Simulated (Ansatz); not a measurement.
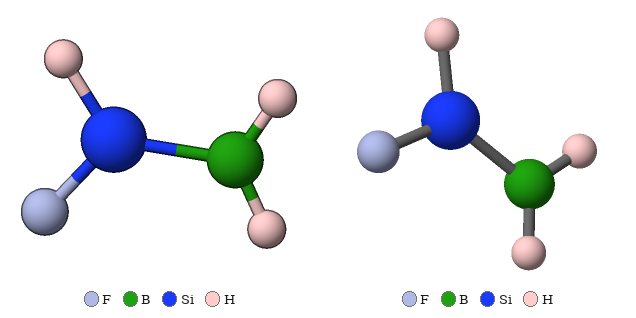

Both panels show the same species.

The species is neutral and a spin doublet. Computed geometry: PBE0-D4/def2-TZVP optimisation. No frequency run is at hand to confirm it as a minimum.

Identify the structure.

The molecule is BFH3Si. The point group is Cs. It is an open-shell species. All atoms lie on one plane. Coordination: 1 B trigonal planar; 1 Si trigonal planar.

The parts below concern this one geometry. Atoms keep their numbers from picture to picture.

### Geometry

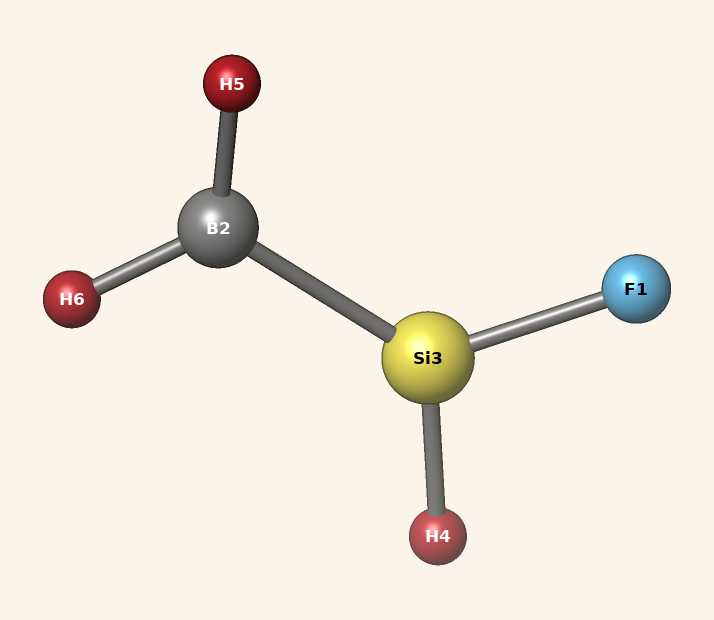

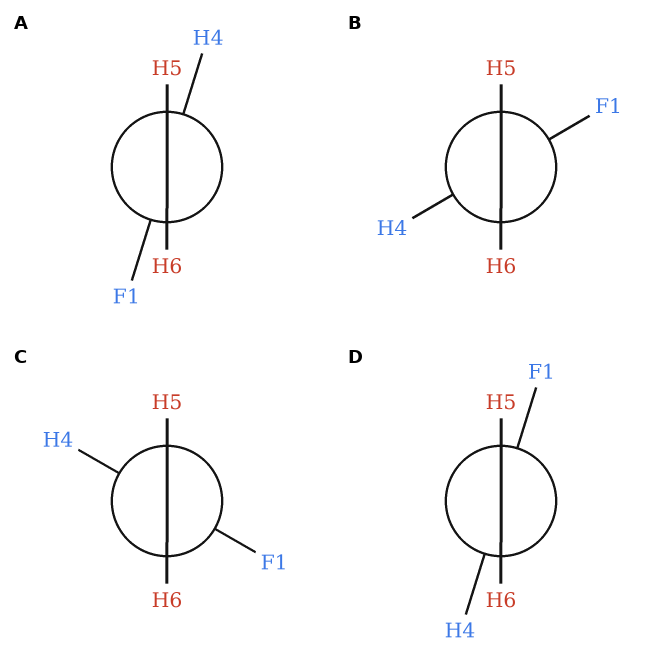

Depth is shown by fading: the farther an atom, the more it takes the colour of the background. Bonds that would overlap in a projection are set slightly apart. No frequency run is at hand to confirm it as a minimum.

> Which Newman projection shows the view along B2–Si3, with B2 in front?

D. The torsion angle H5–B2–Si3–F1 is 0°, synperiplanar (eclipsed).

### Electronic properties

No frequency run is at hand to confirm it as a minimum. Method: UHF-CCSD(T), frozen core/def2-TZVPP (Ansatz 0.2.0).

> Estimate the T1 diagnostic.

0.016.

> Give the ⟨S²⟩ of the determinant at this level.

0.764.

### Charges

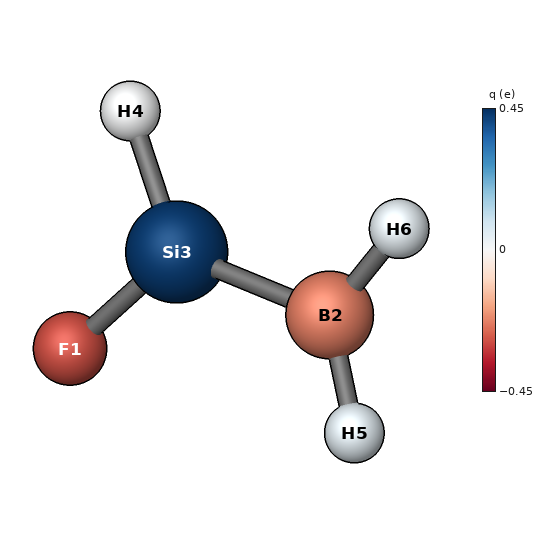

Atoms are coloured by their Mulliken charges. No frequency run is at hand to confirm it as a minimum. Properties computed with UKS PBE0-D4/def2-TZVP (Ansatz 0.2.0).

> Which atom carries the highest charge (most positive or least negative)?

Si3 (0.43 e).

> And the lowest?

F1 (−0.29 e).

List the Mulliken charges.

| atom | value (e) |
| --- | --- |
| F1 | −0.29 |
| B2 | −0.23 |
| Si3 | 0.43 |
| H4 | 0.01 |
| H5 | 0.04 |
| H6 | 0.04 |

### Dipole moment

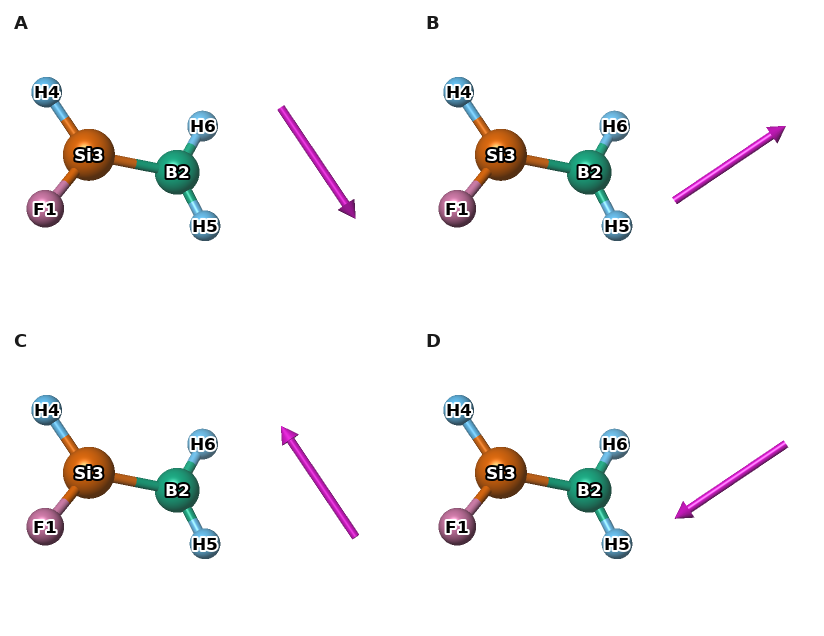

The same molecule four times, each with an arrow. No frequency run is at hand to confirm it as a minimum. Method: UKS PBE0-D4/def2-TZVP (Ansatz 0.2.0).

> Which arrow points along the dipole moment, from the negative to the positive end?

C. The dipole moment is 1.22 D; it points from the side of H5 to the side of H4 (the outermost atoms at the two ends).

Mulliken values depend strongly on the basis set and can even reverse the polarity of a bond.
